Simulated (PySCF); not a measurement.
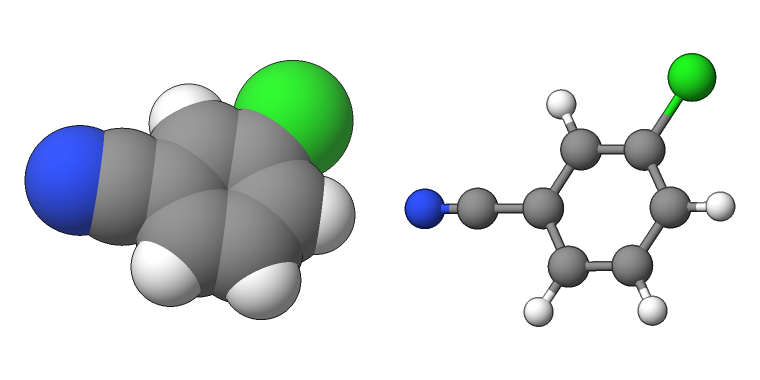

Two views of one molecule. Colours: nitrogen blue, carbon grey, chlorine green, hydrogen white.

What does the picture show?

It has 13 atoms: 7 carbon, 4 hydrogen, 1 chlorine and 1 nitrogen (C7H4ClN). As SMILES it reads `N#Cc1cccc(Cl)c1`. Independent rings (smallest set): 1 of 6 members, 1 of them aromatic. Among its groups: nitrile, C–Cl bond. The point group is Cs. All atoms lie on one plane. Coordination: 1 C linear; 6 C trigonal planar.

The parts below concern this one geometry. Atoms keep their numbers from picture to picture. Computed geometry: PBE0-D3(BJ)/def2-TZVP optimisation. No frequency run is at hand to confirm it as a minimum.

Bond orders

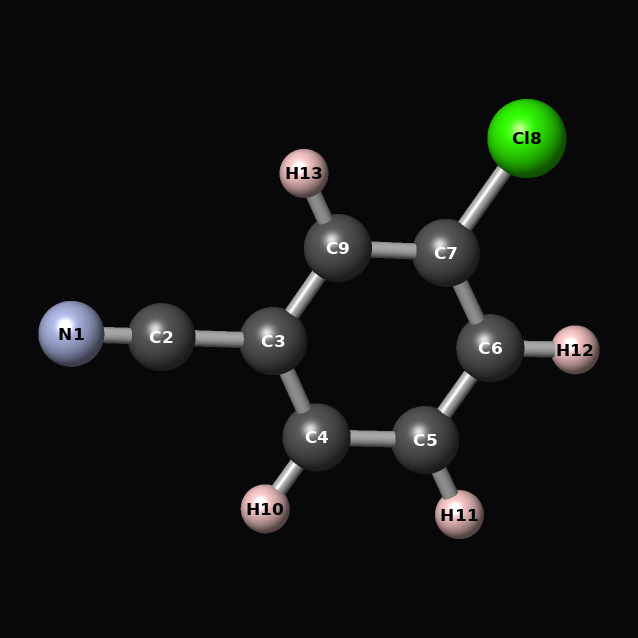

Every bond is drawn as one stick. No frequency run is at hand to confirm it as a minimum. Computed with PBE0/pcSseg-2 (PySCF 2.14.0).

List the Mayer bond orders of N1–C2, C2–C3, C3–C4, C3–C9, C4–C5, C4–H10, C5–C6, C5–H11, C6–C7, C6–H12, C7–Cl8, C7–C9, C9–H13.

```tsv
bond	Mayer order	length (Å)
N1–C2	2.95	1.151
C2–C3	0.93	1.427
C3–C4	1.38	1.394
C3–C9	1.36	1.394
C4–C5	1.44	1.383
C4–H10	1.03	1.082
C5–C6	1.40	1.386
C5–H11	1.02	1.083
C6–C7	1.39	1.387
C6–H12	1.01	1.082
C7–Cl8	1.01	1.723
C7–C9	1.40	1.383
C9–H13	1.04	1.082
```

NMR shielding

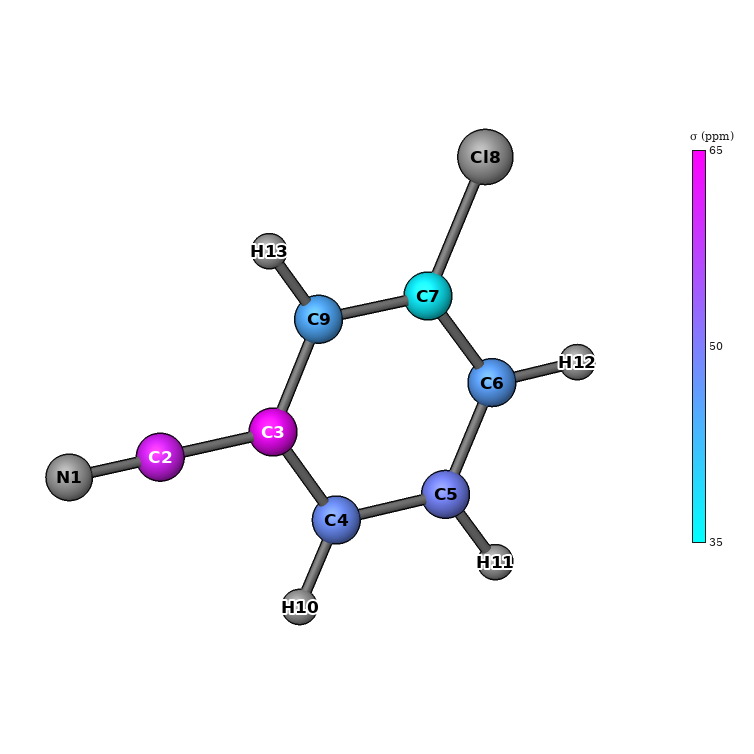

Atoms are coloured by their isotropic NMR shieldings (C only, the others grey). No frequency run is at hand to confirm it as a minimum. Level of theory: GIAO B97-2/pcSseg-2 NMR shielding, non-relativistic, gas phase (PySCF 2.14.0).

Give the isotropic NMR shieldings of the C atoms atom by atom.

```
atom  σ (ppm)
  C2     61.1
  C3     63.8
  C4     47.9
  C5     49.1
  C6     45.8
  C7     36.7
  C9     44.7
```

Dipole moment

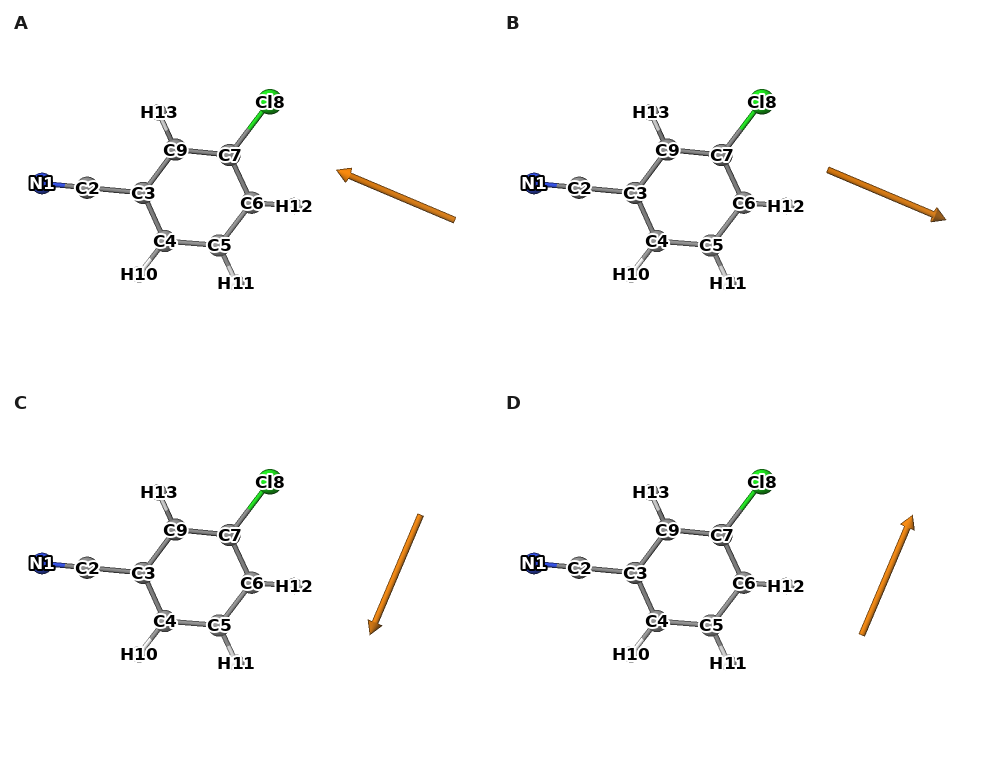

The same molecule four times, each with an arrow. No frequency run is at hand to confirm it as a minimum. Properties computed with KT3/pcSseg-2, gas phase (PySCF 2.14.0).

**Which arrow points along the dipole moment, from the negative to the positive end?**

B. The dipole moment is 3.94 D; it points from the side of N1 to the side of H12 (the outermost atoms at the two ends).
